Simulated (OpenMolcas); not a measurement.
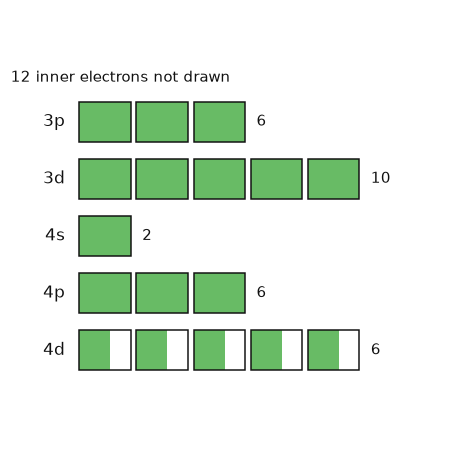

Fig. 1: The outer shells of the leading configuration of the lowest level: a box for each of the 2l + 1 orbitals, shaded by the share of the shell that is filled, with the electron count at the right.

Rh³⁺ complex: multiconfigurational calculation (part 1 of 2)

Rh³⁺ with 6 ligands (F; octahedron, 1.98 Å), neutralised by 6 outer point charges of +0.5 e, whose field is part of the energies. Computed at this level: state-averaged CASSCF, active space 6 electrons in the shell 4d, basis ANO-RCC-VTZP on the metal and ANO-RCC-VDZP on the ligands, DKH2 scalar Hamiltonian, spin-orbit coupling by RASSI with atomic mean-field integrals (OpenMolcas).

Input file:
```
&GATEWAY
Coord
7

Rh 0.0 0.0 0.0
F 1.980000 0.000000 0.000000
F 0.000000 1.980000 0.000000
F -1.980000 0.000000 0.000000
F 0.000000 -1.980000 0.000000
F 0.000000 0.000000 1.980000
F 0.000000 0.000000 -1.980000
Basis=Rh.ANO-RCC-VTZP,F.ANO-RCC-VDZP
Group=XYZ
NoMove
AngMom=0.0 0.0 0.0
AMFI
RICD
XField
3 Angstrom 0
4.380000 0.000000 0.000000 0.500000
0.000000 4.380000 0.000000 0.500000
0.000000 0.000000 4.380000 0.500000
&SEWARD
&RASSCF
FileOrb=start.orb
Symmetry=1
Spin=5
nActEl=6 0 0
Inactive=24 24
Ras2=5 0
CIRoot=5 5 1
SDav=5
CIMx=300
Iter=150 100
PrWF=0.3
OrbListing=Nothing
MaxOrb=0
LevShft=1.0
>>> COPY $Project.JobIph JOB001
&RASSCF
FileOrb=start.orb
Symmetry=1
Spin=3
nActEl=6 0 0
Inactive=24 24
Ras2=5 0
CIRoot=45 45 1
SDav=45
CIMx=300
Iter=150 100
PrWF=0.3
OrbListing=Nothing
MaxOrb=0
LevShft=1.0
>>> COPY $Project.JobIph JOB002
&RASSCF
FileOrb=start.orb
Symmetry=1
Spin=1
nActEl=6 0 0
Inactive=24 24
Ras2=5 0
CIRoot=50 50 1
SDav=50
CIMx=300
Iter=150 100
PrWF=0.3
OrbListing=Nothing
MaxOrb=0
LevShft=1.0
>>> COPY $Project.JobIph JOB003
&RASSI
NrOfJobIphs=3 5 45 50
1 2 3 4 5
1 2 3 4 5 6 7 8 9 10 11 12 13 14 15 16 17 18 19 20 21 22 23 24 25 26 27
28 29 30 31 32 33 34 35 36 37 38 39 40 41 42 43 44 45
1 2 3 4 5 6 7 8 9 10 11 12 13 14 15 16 17 18 19 20 21 22 23 24 25 26 27
28 29 30 31 32 33 34 35 36 37 38 39 40 41 42 43 44 45 46 47 48 49 50
IphNames
JOB001
JOB002
JOB003
EJob
SpinOrbit
DIPRint=1.0
SOCoupling=1000.0
Subsets=2
Property=9
'ANGMOM' 1 'ANGMOM' 2 'ANGMOM' 3 'MLTPL  1' 1 'MLTPL  1' 2 'MLTPL  1' 3
'AMFI' 1 'AMFI' 2 'AMFI' 3
SOProperty=3
'ANGMOM' 1 'ANGMOM' 2 'ANGMOM' 3
```

The file start.orb holds starting orbitals from an earlier step. A driver script formed the levels outside the program, from RASSI's spin-orbit matrix and the active-space energies, averaged over the components of each term or state.

Hardware: 1 thread of Arm Neoverse V1, 24 GiB of memory available, shared host.

Launched with:
```bash
OMP_NUM_THREADS=1 MOLCAS_MEM=2457 MOLCAS_PROJECT=a pymolcas a.inp > a.log  # once for each step of the input, in one work folder
```

Output (extracts):
```
--- SEWARD ---
Basis set label: RH.ANO-RCC...7S6P4D2F1G.

      Electronic valence basis set:
      ------------------
      Associated Effective Charge  45.000000 au
      Associated Actual Charge     45.000000 au
      Nuclear Model: Point charge

      Shell  nPrim  nBasis  Cartesian Spherical Contaminant
         s      21       7        X
         p      18       6        X
         d      13       4                 X
         f       6       2                 X
         g       4       1                 X
                  Relativistic Douglas-Kroll-Hess integrals:
                    - DKH order of Hamiltonian: 2
                    - DKH order of Properties : 0
                  Atomic mean-field integrals
--- RASSCF ---
Wave function specifications:
      -----------------------------

      Number of closed shell electrons          96
      Number of electrons in active shells       6
      Max number of holes in RAS1 space          0
      Max nr of electrons in RAS3 space          0
      Number of inactive orbitals               48
      Number of active orbitals                  5
      Number of secondary orbitals              99
      Spin quantum number                      2.0
      State symmetry                             1
Orbital specifications:
      -----------------------

      Symmetry species                           1   2
                                                ag  au
      Frozen orbitals                            0   0
      Inactive orbitals                         24  24
      Active orbitals                            5   0
      RAS1 orbitals                              0   0
      RAS2 orbitals                              5   0
      RAS3 orbitals                              0   0
      Secondary orbitals                        49  50
      Deleted orbitals                           0   0
      Number of basis functions                 78  74
      Number of CSFs                             5
      Number of root(s) required                 5
      Iter CI   SX   CI       RASSCF       Energy    max ROT     max BLB   max BLB  Level Ln srch  Step   QN
          iter iter root      energy       change     param      element    value   shift minimum  type update
 Nr of preliminary CI iterations:   1
      Total energies have been shifted. Add                -5000.00 au
        1   1   12    0  -377.62935429    0.00E+00  -8.33E-02   27  33 1  3.73E-01*  1.21   0.00    SX    NO
        2   1   13    0  -378.55860862   -9.29E-01* -7.90E-02   27  33 1  1.02E-01*  0.88   0.00    SX    NO
        3   1   12    0  -378.68252158   -1.24E-01*  3.60E-02   11  52 1  4.50E-02*  0.75   0.00    SX    NO
        4   1   12    0  -378.69849734   -1.60E-02* -1.76E-02   24  27 1  1.63E-02*  0.72   0.00    SX    NO
        5   1   11    0  -378.70163231   -3.13E-03* -1.51E-02   24  27 1  8.11E-03*  0.71   1.92    LS   YES
        6   1   11    0  -378.70256636   -9.34E-04* -2.84E-03   27  33 1 -5.37E-03*  0.71   1.07    QN   YES
        7   1   10    0  -378.70277192   -2.06E-04* -1.97E-03    7  42 2 -2.07E-03*  0.71   1.70    LS   YES
        8   1   10    0  -378.70281403   -4.21E-05* -7.19E-04    7  42 2 -2.60E-03*  0.71   1.01    QN   YES
        9   1    9    0  -378.70284127   -2.72E-05* -3.07E-04    7  45 2 -7.33E-04*  0.71   1.14    QN   YES
       10   1    9    0  -378.70284580   -4.52E-06* -1.43E-04    9  51 1 -2.46E-04*  0.71   1.47    LS   YES
       11   1    9    0  -378.70284629   -4.91E-07* -8.02E-05   21  66 2  2.50E-04*  0.71   0.98    QN   YES
       12   1    8    0  -378.70284687   -5.80E-07* -3.44E-05   12  51 1 -7.28E-05   0.71   1.43    LS   YES
       13   1    7    0  -378.70284692   -5.73E-08*  4.08E-05    7  49 1 -9.26E-05   0.71   1.00    QN   YES
       14   1    6    0  -378.70284697   -4.20E-08*  2.04E-05    9  51 1  2.29E-05   0.71   1.30    QN   YES
       15   1    5    0  -378.70284697   -5.41E-09  -3.80E-06   12  45 1 -8.63E-06   0.71   1.09    QN   YES
      Convergence after 15 iterations
       16   1    5    0  -378.70284697   -2.72E-10  -3.80E-06   12  45 1 -3.57E-06   0.71   1.09    QN   YES
      Natural orbitals and occupation numbers for root  1
      sym 1:   2.000000   1.000000   1.000000   1.000000   1.000000
      Natural orbitals and occupation numbers for root  2
      sym 1:   1.000000   2.000000   1.000000   1.000000   1.000000
      Natural orbitals and occupation numbers for root  3
      sym 1:   1.000000   2.000000   1.000000   1.000000   1.000000
::    RASSCF root number  1 Total energy:  -5378.73956478
::    RASSCF root number  2 Total energy:  -5378.73956478
::    RASSCF root number  3 Total energy:  -5378.73956478
::    RASSCF root number  4 Total energy:  -5378.64777026
::    RASSCF root number  5 Total energy:  -5378.64777026
--- RASSCF ---
Wave function specifications:
      -----------------------------

      Number of closed shell electrons          96
      Number of electrons in active shells       6
      Max number of holes in RAS1 space          0
      Max nr of electrons in RAS3 space          0
      Number of inactive orbitals               48
      Number of active orbitals                  5
      Number of secondary orbitals              99
      Spin quantum number                      1.0
      State symmetry                             1
Orbital specifications:
      -----------------------

      Symmetry species                           1   2
                                                ag  au
      Frozen orbitals                            0   0
      Inactive orbitals                         24  24
      Active orbitals                            5   0
      RAS1 orbitals                              0   0
      RAS2 orbitals                              5   0
      RAS3 orbitals                              0   0
      Secondary orbitals                        49  50
      Deleted orbitals                           0   0
      Number of basis functions                 78  74
      Number of CSFs                            45
      Number of root(s) required                45
      Iter CI   SX   CI       RASSCF       Energy    max ROT     max BLB   max BLB  Level Ln srch  Step   QN
          iter iter root      energy       change     param      element    value   shift minimum  type update
 Nr of preliminary CI iterations:   1
      Total energies have been shifted. Add                -5000.00 au
        1   1   10    0  -378.58436023    0.00E+00  -1.21E-02   25  31 1 -1.14E-02*  0.72   0.00    SX    NO
        2   1   10    0  -378.58567764   -1.32E-03*  7.00E-03   17  29 1 -6.41E-03*  0.72   0.00    SX    NO
        3   1   10    0  -378.58609165   -4.14E-04*  3.87E-03   17  29 1 -3.54E-03*  0.72   0.00    SX    NO
        4   1    9    0  -378.58623086   -1.39E-04*  2.21E-03   17  29 1 -2.03E-03*  0.72   0.00    SX    NO
        5   1    9    0  -378.58627886   -4.80E-05*  3.18E-03   17  29 1 -1.14E-03*  0.72   2.46    LS   YES
        6   1    9    0  -378.58630455   -2.57E-05*  1.28E-04   18  30 1 -2.59E-04*  0.72   1.01    QN   YES
        7   1    8    0  -378.58630494   -3.86E-07*  9.79E-05   18  30 1 -1.43E-04*  0.72   1.76    LS   YES
        8   1    8    0  -378.58630503   -8.85E-08*  7.73E-05   12  44 2 -1.92E-04*  0.72   1.00    QN   YES
        9   1    7    0  -378.58630512   -9.38E-08* -2.29E-05   18  45 1 -3.08E-05   0.72   1.06    QN   YES
       10   1    6    0  -378.58630513   -6.18E-09  -1.22E-05   18  45 1 -1.93E-05   0.72   1.82    QN   YES
      Convergence after 10 iterations
       11   1    6    0  -378.58630513   -1.62E-09  -1.22E-05   18  45 1 -6.46E-06   0.72   1.82    QN   YES
      Natural orbitals and occupation numbers for root  1
      sym 1:   1.973476   1.973491   0.018749   1.018176   1.016109
      Natural orbitals and occupation numbers for root  2
      sym 1:   1.973491   1.016093   1.018192   1.973459   0.018765
      Natural orbitals and occupation numbers for root  3
      sym 1:   1.973474   1.018177   1.016108   1.973491   0.018750
::    RASSCF root number  1 Total energy:  -5378.74398848
::    RASSCF root number  2 Total energy:  -5378.74398848
::    RASSCF root number  3 Total energy:  -5378.74398848
::    RASSCF root number  4 Total energy:  -5378.72087136
::    RASSCF root number  5 Total energy:  -5378.72087136
::    RASSCF root number  6 Total energy:  -5378.72087136
::    RASSCF root number  7 Total energy:  -5378.65952748
::    RASSCF root number  8 Total energy:  -5378.65952748
::    RASSCF root number  9 Total energy:  -5378.65952748
::    RASSCF root number 10 Total energy:  -5378.65464917
::    RASSCF root number 11 Total energy:  -5378.65464917
::    RASSCF root number 12 Total energy:  -5378.65464917
::    RASSCF root number 13 Total energy:  -5378.64151578
::    RASSCF root number 14 Total energy:  -5378.64151578
::    RASSCF root number 15 Total energy:  -5378.64081916
::    RASSCF root number 16 Total energy:  -5378.64081916
::    RASSCF root number 17 Total energy:  -5378.64081916
::    RASSCF root number 18 Total energy:  -5378.62709340
::    RASSCF root number 19 Total energy:  -5378.62709340
::    RASSCF root number 20 Total energy:  -5378.62709340
::    RASSCF root number 21 Total energy:  -5378.59223236
::    RASSCF root number 22 Total energy:  -5378.57170808
::    RASSCF root number 23 Total energy:  -5378.57170808
::    RASSCF root number 24 Total energy:  -5378.57170808
::    RASSCF root number 25 Total energy:  -5378.56585337
::    RASSCF root number 26 Total energy:  -5378.56585337
::    RASSCF root number 27 Total energy:  -5378.55286523
::    RASSCF root number 28 Total energy:  -5378.55286523
::    RASSCF root number 29 Total energy:  -5378.55286523
::    RASSCF root number 30 Total energy:  -5378.55166225
--- RASSCF ---
Wave function specifications:
      -----------------------------

      Number of closed shell electrons          96
      Number of electrons in active shells       6
      Max number of holes in RAS1 space          0
      Max nr of electrons in RAS3 space          0
      Number of inactive orbitals               48
      Number of active orbitals                  5
      Number of secondary orbitals              99
      Spin quantum number                      0.0
      State symmetry                             1
Orbital specifications:
      -----------------------

      Symmetry species                           1   2
                                                ag  au
      Frozen orbitals                            0   0
      Inactive orbitals                         24  24
      Active orbitals                            5   0
      RAS1 orbitals                              0   0
      RAS2 orbitals                              5   0
      RAS3 orbitals                              0   0
      Secondary orbitals                        49  50
      Deleted orbitals                           0   0
      Number of basis functions                 78  74
      Number of CSFs                            50
      Number of root(s) required                50
      Iter CI   SX   CI       RASSCF       Energy    max ROT     max BLB   max BLB  Level Ln srch  Step   QN
          iter iter root      energy       change     param      element    value   shift minimum  type update
 Nr of preliminary CI iterations:   1
      Total energies have been shifted. Add                -5000.00 au
        1   1   10    0  -378.52904563    0.00E+00   5.77E-03   16  29 1 -5.20E-03*  0.71   0.00    SX    NO
        2   1   10    0  -378.52940108   -3.55E-04*  3.21E-03   16  29 1 -2.90E-03*  0.71   0.00    SX    NO
        3   1    9    0  -378.52951712   -1.16E-04*  1.76E-03   16  29 1 -1.59E-03*  0.71   0.00    SX    NO
        4   1    9    0  -378.52955766   -4.05E-05* -1.08E-03   19  28 1  9.30E-04*  0.71   0.00    SX    NO
        5   1    9    0  -378.52957225   -1.46E-05* -1.61E-03   19  28 1  5.85E-04*  0.71   2.50    LS   YES
        6   1    8    0  -378.52958063   -8.38E-06* -1.24E-04   18  30 1 -1.53E-04*  0.71   1.03    QN   YES
        7   1    7    0  -378.52958081   -1.80E-07* -1.32E-04   18  30 1 -8.85E-05   0.71   2.07    LS   YES
        8   1    7    0  -378.52958087   -6.39E-08* -6.26E-05   12  44 2 -9.77E-05   0.71   0.99    QN   YES
        9   1    6    0  -378.52958090   -2.70E-08*  2.20E-05   11  46 1 -1.25E-05   0.71   1.01    QN   YES
       10   1    5    0  -378.52958090   -2.31E-09  -4.19E-06   18  45 1 -7.63E-06   0.71   1.33    QN   YES
      Convergence after 10 iterations
       11   1    5    0  -378.52958090   -4.34E-10  -4.19E-06   18  45 1 -2.92E-06   0.71   1.33    QN   YES
      Natural orbitals and occupation numbers for root  1
      sym 1:   1.984356   1.984356   0.023465   0.023465   1.984356
      Natural orbitals and occupation numbers for root  2
      sym 1:   1.987818   1.988923   0.019996   1.003511   0.999752
      Natural orbitals and occupation numbers for root  3
      sym 1:   1.989726   0.256419   0.762502   1.242013   1.749340
::    RASSCF root number  1 Total energy:  -5378.79453408
::    RASSCF root number  2 Total energy:  -5378.71154680
::    RASSCF root number  3 Total energy:  -5378.71154680
::    RASSCF root number  4 Total energy:  -5378.71154680
::    RASSCF root number  5 Total energy:  -5378.66602811
::    RASSCF root number  6 Total energy:  -5378.66602811
::    RASSCF root number  7 Total energy:  -5378.66602811
::    RASSCF root number  8 Total energy:  -5378.61912421
::    RASSCF root number  9 Total energy:  -5378.61912421
::    RASSCF root number 10 Total energy:  -5378.61912421
::    RASSCF root number 11 Total energy:  -5378.61817466
::    RASSCF root number 12 Total energy:  -5378.61817466
::    RASSCF root number 13 Total energy:  -5378.61313530
::    RASSCF root number 14 Total energy:  -5378.59093575
::    RASSCF root number 15 Total energy:  -5378.59093575
::    RASSCF root number 16 Total energy:  -5378.59093575
::    RASSCF root number 17 Total energy:  -5378.58700711
::    RASSCF root number 18 Total energy:  -5378.58348861
::    RASSCF root number 19 Total energy:  -5378.58348861
::    RASSCF root number 20 Total energy:  -5378.58348861
::    RASSCF root number 21 Total energy:  -5378.55056367
::    RASSCF root number 22 Total energy:  -5378.55056367
::    RASSCF root number 23 Total energy:  -5378.53743776
::    RASSCF root number 24 Total energy:  -5378.53743776
::    RASSCF root number 25 Total energy:  -5378.53743776
::    RASSCF root number 26 Total energy:  -5378.51996217
::    RASSCF root number 27 Total energy:  -5378.51996217
::    RASSCF root number 28 Total energy:  -5378.51285475
::    RASSCF root number 29 Total energy:  -5378.50640975
::    RASSCF root number 30 Total energy:  -5378.50059856
```

(Continued in part 2.) Outcome of the run: converged.
